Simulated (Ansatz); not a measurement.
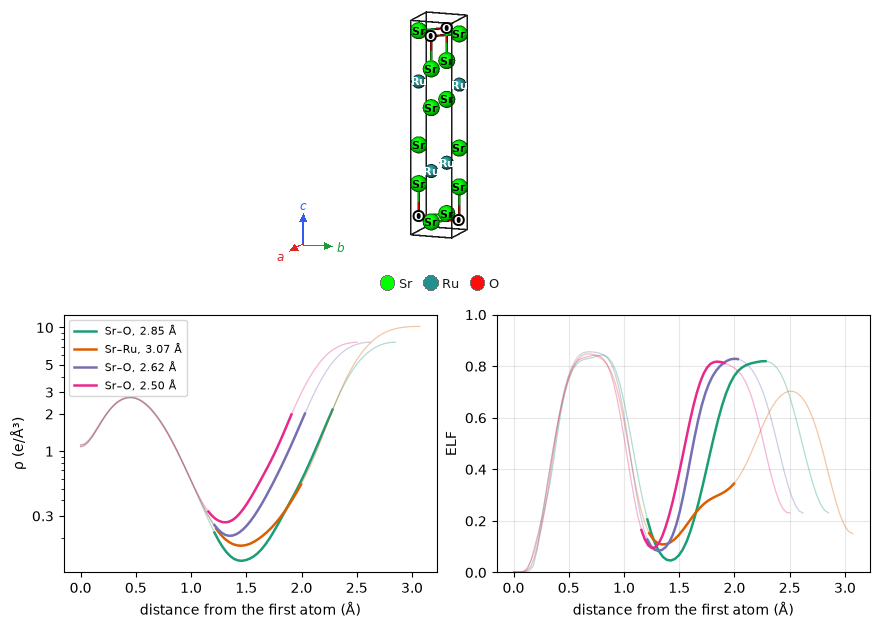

Figure 1: Sr3RuO. Valence pseudo-density and ELF along straight lines between neighbouring atoms. Thin, pale parts lie inside the atomic spheres. The structure is drawn too.

Space group P4/nmm; a generated structure, not necessarily the stable one; computed without spin polarisation.

Level of theory: Ansatz 0.2.0, DFT PBE, scalar-relativistic, plane waves, PAW.

In a PAW calculation such maps are meaningful between the atoms, not at the nuclei.

```yaml
crystal:
  lattice:
    - [3.70555, 0.00000, 0.00000]
    - [0.00000, 3.70555, 0.00000]
    - [0.00000, 0.00000, 18.67963]
  atoms:
    - { symbol: Sr, position: [0.00000, 0.50000, 0.78106] }
    - { symbol: Sr, position: [0.50000, 0.00000, 0.93229] }
    - { symbol: Sr, position: [0.50000, 0.00000, 0.21894] }
    - { symbol: Sr, position: [0.00000, 0.50000, 0.06771] }
    - { symbol: Sr, position: [0.50000, 0.00000, 0.39991] }
    - { symbol: Sr, position: [0.00000, 0.50000, 0.60009] }
    - { symbol: Ru, position: [0.00000, 0.50000, 0.30460] }
    - { symbol: Ru, position: [0.50000, 0.00000, 0.69540] }
    - { symbol: O, position: [0.00000, 0.50000, 0.93369] }
    - { symbol: O, position: [0.50000, 0.00000, 0.06631] }
```

Q: Compare the contacts.

A: Sr–O (2.85 Å): ρ at the midpoint is about 0.13 e/Å³; the ELF is about 0.05 at the midpoint (no localised pair shows between them).
Sr–Ru (3.07 Å): the density is about 0.18 e/Å³ at the midpoint; the ELF is about 0.15 at the midpoint (no shared electron pair shows on this line).
Sr–O (2.62 Å): ρ at the midpoint is about 0.21 e/Å³; the ELF is about 0.10 at the midpoint; no localised pair shows between them.
Sr–O (2.50 Å): ρ is about 0.27 e/Å³ halfway; the ELF peaks at about 0.80 in the valence shell of O, 0.7 Å from its nucleus, and drops to about 0.10 between the two atoms: no shared electron pair shows on this line.
